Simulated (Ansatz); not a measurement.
# UHSE06/STO-3G run of CH3Te (SMILES C[Te])

Aim: the vertical electron affinity of CH3Te at UHSE06/STO-3G, from 2 runs. 

The results are computed with Ansatz 0.2.0.

74 further runs of the same task are left out: 22 that didn't finish, 52 set aside as unsound or not needed.

### 1 Starting point

CH3Te has 5 atoms, charge 0, and is taken as a doublet. SMILES: `C[Te]`. The shape is that of a PBE0-D4/def2-TZVP optimisation.

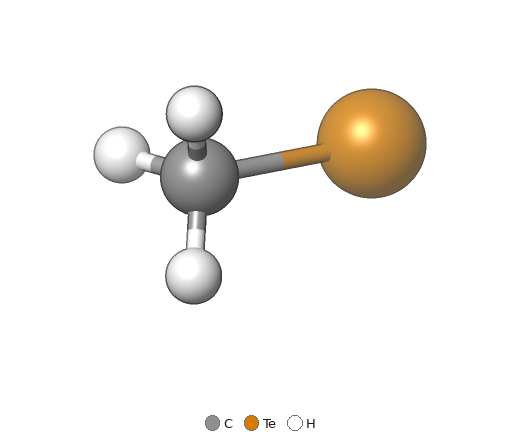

The structure, seen from a chosen angle (carbon grey, tellurium orange, hydrogen white).

### 2 A single-point energy at UHSE06/STO-3G

job.yaml

```yaml
crystal:
  periodic: [false, false, false]
  atoms:
    - {symbol: C, position_ang: [-0.203900, -0.046100, -0.001400]}
    - {symbol: Te, position_ang: [1.912000, 0.238200, 0.073400]}
    - {symbol: H, position_ang: [-0.456800, -1.054800, 0.316200]}
    - {symbol: H, position_ang: [-0.702500, 0.699400, 0.613500]}
    - {symbol: H, position_ang: [-0.498800, 0.089500, -1.043200]}
basis:
  gaussian: {orbitals: STO-3G}
magnetization: {spin_polarized: true, initial_magnetization: 1}
hamiltonian: {xc: hse06}
accuracy: high
```

The run is started by

```bash
$ ansatz run job.yaml --threads 1 --pin off --max-ram 2610MiB --events-out events.jsonl --progress --plain --runs-dir runs
```

Output:

```text
Warning: RAYON_NUM_THREADS=1 ignored (pool sized by the plan → 1); use --threads N
Functional definition: HSE06
  name "HSE06"
  parameter a = 0.25
  parameter omega = 0.11/bohr
  exchange = pbe_x - a*pbe_x_sr(omega) + a*exact_x_sr(omega)
  correlation = pbe_c
486 factors; integrals over basis functions are off by at most 4.9e-9 eV
57 factors; integrals over basis functions are off by at most 7.4e-10 eV
mean field evaluation 1: about -179277.9879 eV, gradient 3.6e0 eV
mean field evaluation 2: about -179278.0111 eV, gradient 4.1e0 eV
mean field evaluation 4: about -179278.1282 eV, gradient 2.8e-1 eV
mean field evaluation 8: about -179278.1169 eV, gradient 2.8e-3 eV
mean field evaluation 16: about -179278.1169 eV, gradient 1.7e-4 eV
mean field evaluation 32: about -179278.1121 eV, gradient 3.4e-2 eV
mean field -179278.11694487 eV, -6588.3492786517 hartree, gradient 2.0e-8 eV, S^2 0.751107; 3 other end points of the search recorded, 0 dependent functions left out
reference -179278.11694683 eV, -6588.3492787237 hartree; 31, 30 occupied and 4, 5 virtual orbitals, 486 factors
Total energy: -179278.11694683 eV, -6588.3492787237 hartree
```

Run time: 9.9 s. Hardware: 1 thread of Intel Xeon Platinum 8259CL at 2.50GHz (Skylake/Cascade Lake), shared host; peak memory 0.2 GiB.

### 3 The singlet anion

input.yaml

```yaml
crystal:
  periodic: [false, false, false]
  atoms:
    - {symbol: C, position_ang: [-0.203900, -0.046100, -0.001400]}
    - {symbol: Te, position_ang: [1.912000, 0.238200, 0.073400]}
    - {symbol: H, position_ang: [-0.456800, -1.054800, 0.316200]}
    - {symbol: H, position_ang: [-0.702500, 0.699400, 0.613500]}
    - {symbol: H, position_ang: [-0.498800, 0.089500, -1.043200]}
basis:
  gaussian:
    orbitals: STO-3G
total_charge: -1
hamiltonian:
  xc: {name: HSE06}
accuracy: high
```

The run is started by

```bash
$ ansatz run input.yaml --threads 1 --pin off --max-ram 2610MiB --events-out events.jsonl --progress --plain --runs-dir runs
```

Output:

```text
Warning: RAYON_NUM_THREADS=1 ignored (pool sized by the plan → 1); use --threads N
Functional definition: HSE06
  name "HSE06"
  parameter a = 0.25
  parameter omega = 0.11/bohr
  exchange = pbe_x - a*pbe_x_sr(omega) + a*exact_x_sr(omega)
  correlation = pbe_c
487 factors; integrals over basis functions are off by at most 4.8e-9 eV
57 factors; integrals over basis functions are off by at most 7.4e-10 eV
mean field evaluation 1: about -179273.5892 eV, gradient 2.6e1 eV
mean field evaluation 2: about -179272.9691 eV, gradient 3.2e1 eV
mean field evaluation 4: about -179276.3899 eV, gradient 6.2e-2 eV
mean field evaluation 8: about -179276.3823 eV, gradient 5.0e-5 eV
mean field -179276.38231488 eV, -6588.2855321753 hartree, gradient 1.2e-8 eV, S^2 0.000000; 0 other end points of the search recorded, 0 dependent functions left out
reference -179276.38231681 eV, -6588.2855322462 hartree; 31, 31 occupied and 4, 4 virtual orbitals, 487 factors
Total energy: -179276.38231681 eV, -6588.2855322462 hartree
```

Run time: 2.1 s. Hardware: 1 thread of Intel Xeon Platinum 8259CL at 2.50GHz (Skylake/Cascade Lake), shared host; peak memory 0.13 GiB.

### 4 Outcome

At UHSE06/STO-3G:

| quantity | value |
| --- | --- |
| doublet CH3Te: total energy | -6588.34928 Eh |
| doublet CH3Te: ⟨S²⟩ | 0.751 |
| singlet anion: total energy | -6588.28553 Eh |
| vertical electron affinity (to the singlet anion) | -1.735 eV |

**Reading.** The anion lies 1.73 eV (167 kJ/mol) above the neutral: the electron isn't bound at this level, and such a value depends on the basis. Without diffuse functions anions come out too high. In a minimal basis such a difference can be off by several eV, whatever the method. Relativity is left out (doublet CH3Te) although the molecule holds a heavy atom. Relativity is left out (singlet anion) although the molecule holds a heavy atom.
